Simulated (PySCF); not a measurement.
# GeF4: stationary points from several starts, part 2 of 2

PySCF 2.14.0; B3LYP, basis Ge def2-TZVP, F def2-TZVP, no relativity, density fitting. The steps go on from the part before.

### 6 Hessian and properties

The same treatment as at the point before.

Input file scf.py:

```python
from pyscf import gto, scf, dft
mol = gto.M(atom='''
Ge    -0.000000    -0.000000     0.000000
F      1.727543    -0.000000     0.000000
F     -0.000000     1.727543     0.000000
F     -1.727543     0.000000     0.000000
F      0.000000    -1.727543     0.000000''',
    basis={'Ge': 'def2-TZVP', 'F': 'def2-TZVP'},
    charge=0, spin=0)
mf = dft.RKS(mol, xc='B3LYP')
mf.grids.atom_grid = (75, 302)
aux = {'Ge': 'def2-universal-JKFIT', 'F': 'def2-universal-JKFIT'}
mf = mf.density_fit(auxbasis=aux)
mf.conv_tol = 1e-10
mf.diis_space = 10
mf.max_cycle = 60
mf.verbose = 4
mf.kernel()
```

SCF at the final geometry:

```text
init E= -2476.6830306796
  HOMO = -0.409269712716662  LUMO = -0.140681535626633  gap/eV = 7.30866
cycle= 1 E= -2476.68303067959  delta_E= 4.55e-12  |g|= 8.07e-06  |ddm|= 5.96e-06
  HOMO = -0.409268145969286  LUMO = -0.140681262905738  gap/eV = 7.30862
Extra cycle  E= -2476.68303067957  delta_E= 2.27e-11  |g|= 1.35e-05  |ddm|= 9.82e-06
converged SCF energy = -2476.68303067957
```

The whole step ran for 64 s (4 threads of Intel Xeon Platinum 8259CL at 2.50GHz (Skylake/Cascade Lake), shared host).

Geometry: D4h; Ge–F 1.728 Å (×4); F–Ge–F 90.0° (×4), F–Ge–F 180.0° (×2).

Harmonic modes (main isotopes):

```json
{"symmetry": "b2u", "ω (cm⁻¹)": "178i", "IR (km/mol)": "0.0", "μ (u)": "19.00"}
{"symmetry": "a2u", "ω (cm⁻¹)": "270", "IR (km/mol)": "56.7", "μ (u)": "30.48"}
{"symmetry": "eu", "ω (cm⁻¹)": "327", "IR (km/mol)": "81.8", "μ (u)": "22.14"}
{"symmetry": "b2g", "ω (cm⁻¹)": "372", "IR (km/mol)": "0.0", "μ (u)": "19.00"}
{"symmetry": "b1g", "ω (cm⁻¹)": "600", "IR (km/mol)": "0.0", "μ (u)": "19.00"}
{"symmetry": "a1g", "ω (cm⁻¹)": "685", "IR (km/mol)": "0.0", "μ (u)": "19.00"}
{"symmetry": "eu", "ω (cm⁻¹)": "767", "IR (km/mol)": "289", "μ (u)": "24.83"}
```

With 1 mode imaginary (up to 178i cm⁻¹) this point is a saddle.

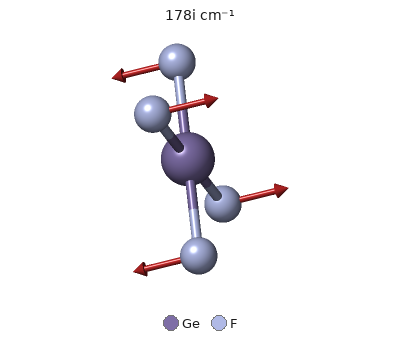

The imaginary mode, as arrows.

Properties at this point:

```yaml
Dipole_moment: 0.00 D
Highest_occupied_level: -11.14 eV
Lowest_empty_level: -3.83 eV
Rotational_constants: 0.1487, 0.1487, 0.07433 cm⁻¹
Zero-point_energy_real_modes: 24.6 kJ/mol
Principal_polarisabilities: 19.3, 29.0, 29.0 bohr³
Atomisation_energy_without_zero-point_energy: 1673 kJ/mol
Principal_traceless_quadrupole_moments_about_the_centre_of_mass: -5.53, -5.53, 11.06 D Å
```

Populations by atom (charges in e):

```csv
atom,Mulliken,Löwdin,polar tensor,Mayer order to Ge1
Ge1,1.27,0.37,2.25,–
"F2,3,4,5",-0.32,-0.09,-0.56,1.03
```

Mulliken populations on Ge1: s 6.84, p 13.24, d 10.43, f 0.21.

### 7 Leaving the saddle point

The start is the last point, displaced along its most imaginary mode.

The program finds D2d symmetry in the start, which this walk keeps. The walk stops when the largest gradient is under 0.0003 Eh/bohr and the energy has settled too.

scf.py: that of step 6 with these lines changed.

```diff
@@ -3,5 +3,5 @@
-Ge    -0.000000    -0.000000     0.000000
-F      1.727543    -0.000000     0.000000
-F     -0.000000     1.727543     0.000000
-F     -1.727543     0.000000     0.000000
-F      0.000000    -1.727543     0.000000''',
+Ge     0.000000    -0.000000     0.000000
+F      1.727543     0.000000     0.120000
+F      0.000000     1.727543    -0.120000
+F     -1.727543    -0.000000     0.120000
+F      0.000000    -1.727543    -0.120000''',
@@ -11 +11 @@
-mf.grids.atom_grid = (75, 302)
+mf.grids.atom_grid = (50, 194)
@@ -14 +14 @@
-mf.conv_tol = 1e-10
+mf.conv_tol = 1e-08
```

Steps of the walk:

```csv
step,energy (Eh),change (kJ/mol),largest symmetric gradient (Eh/bohr)
0,-2476.685232,0.00,0.00459
1,-2476.689177,-10.36,0.00774
2,-2476.697289,-31.66,0.00949
3,-2476.709183,-62.88,0.01424
4,-2476.722080,-96.74,0.01860
5,-2476.743372,-152.65,0.01457
6,-2476.751959,-175.19,0.00663
7,-2476.753116,-178.23,0.00342
8,-2476.753407,-179.00,0.00048
9,-2476.753411,-179.00,0.00003
```

The walk took 63 s.

Positions (Å) and forces (eV/Å) along the way:

```
step 0
Ge   0.000   0.000   0.000   0.000   0.000   0.000
F    1.728   0.000   0.120  -0.182   0.000   0.236
F    0.000   1.728  -0.120   0.000  -0.182  -0.236
F   -1.728   0.000   0.120   0.182   0.000   0.236
F    0.000  -1.728  -0.120   0.000   0.182  -0.236
step 1
Ge   0.000   0.000   0.000   0.000   0.000   0.000
F    1.714   0.000   0.199  -0.074   0.000   0.398
F    0.000   1.714  -0.199   0.000  -0.074  -0.398
F   -1.714   0.000   0.199   0.074   0.000   0.398
F    0.000  -1.714  -0.199   0.000   0.074  -0.398
step 5
Ge   0.000   0.000   0.000   0.000   0.000   0.000
F    1.533   0.000   0.787  -0.749   0.000   0.115
F    0.000   1.533  -0.787   0.000  -0.749  -0.115
F   -1.533   0.000   0.787   0.749   0.000   0.115
F    0.000  -1.533  -0.787   0.000   0.749  -0.115
step 9
Ge   0.000   0.000   0.000   0.000   0.000   0.000
F    1.385   0.000   0.988   0.002   0.000   0.002
F    0.000   1.385  -0.988   0.000   0.001  -0.002
F   -1.385   0.000   0.988  -0.002   0.000   0.002
F    0.000  -1.385  -0.988   0.000  -0.001  -0.002
```

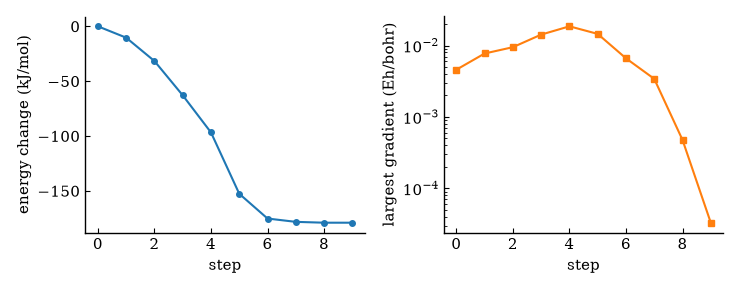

Energy and largest gradient along the walk.

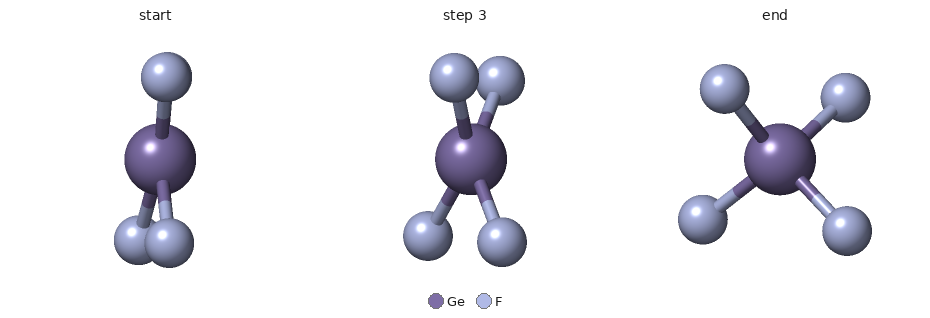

The geometry along the walk, at one scale.

It settles in Td symmetry, 179.0 kJ/mol below the start, after 9 steps: Ge–F 1.702 Å (×4); F–Ge–F 109.0° (×2), F–Ge–F 109.7° (×4).

### 8 All stationary points

| spin | group | bonds | imaginary modes (cm⁻¹) | ΔE (kJ/mol) | with zero-point energy |
| --- | --- | --- | --- | --- | --- |
| singlet | Td | Ge–F 1.702 Å (×4) | none | 0.0 | 0.0 |
| singlet | D4h | Ge–F 1.728 Å (×4) | 178i | 185.8 | – |

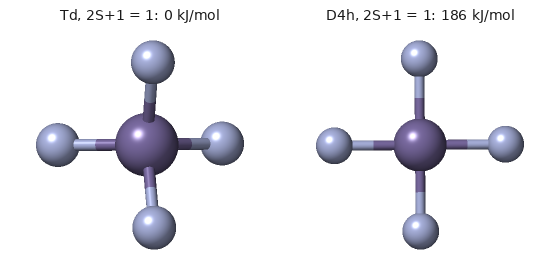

The points, lowest first (germanium purple, fluorine light blue).

### 9 Real-space pictures of the lowest minimum

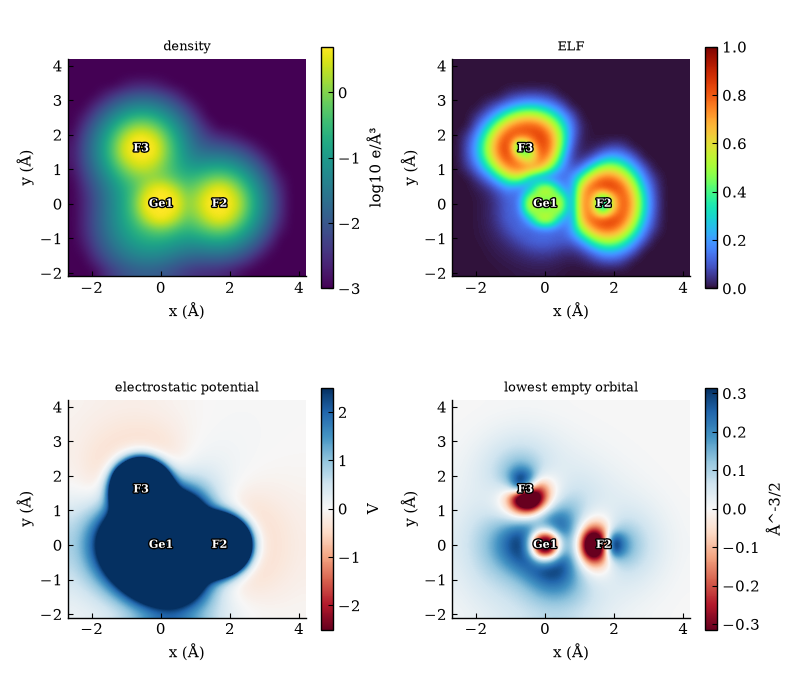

The plane holds Ge1 at (0.00, 0.00), F2 at (1.70, 0.00), F3 at (-0.57, 1.60) Å. ELF is set to 0 where the density is under 0.005 e/Å³; an orbital's overall sign is arbitrary. The potential's colours end at ±2.5 V.

Along Ge1–F2 (1.702 Å) the density is least, 1.07 e/Å³, about 0.85 Å from Ge1; ELF there is 0.24.

Making the fields took 2.7 s.

### 10 Outcome

This closing draws on all 2 parts.

| quantity | value |
| --- | --- |
| lowest minimum | singlet, Td |
| geometry | Ge–F 1.702 Å (×4); F–Ge–F 109.5° (×6) |
| wavenumbers (cm⁻¹) | 196 (e), 263 (t2), 712 (a1), 780 (t2) |
| dipole moment | 0.00 D |
| highest occupied, lowest empty level | -12.36, -2.34 eV |
| polar-tensor charge of Ge1 | +2.36 e |
| zero-point energy | 25.3 kJ/mol |
| entropy at 298.15 K | 304.2 J/(mol K) |
| atomisation energy (no zero-point energy) | 1859 kJ/mol |

In words: The lowest minimum found is the singlet of Td symmetry. In the infrared the band at 780 cm⁻¹ (t2, stretch) leads. Ge1 has a polar-tensor charge of +2.4 e (a dipole derivative, not a static charge), yet symmetry cancels the bond dipoles. A search over typed starts can miss a lower isomer.

The search up to here ran for 4.5 min (4 threads of Intel Xeon Platinum 8259CL at 2.50GHz (Skylake/Cascade Lake), shared host).
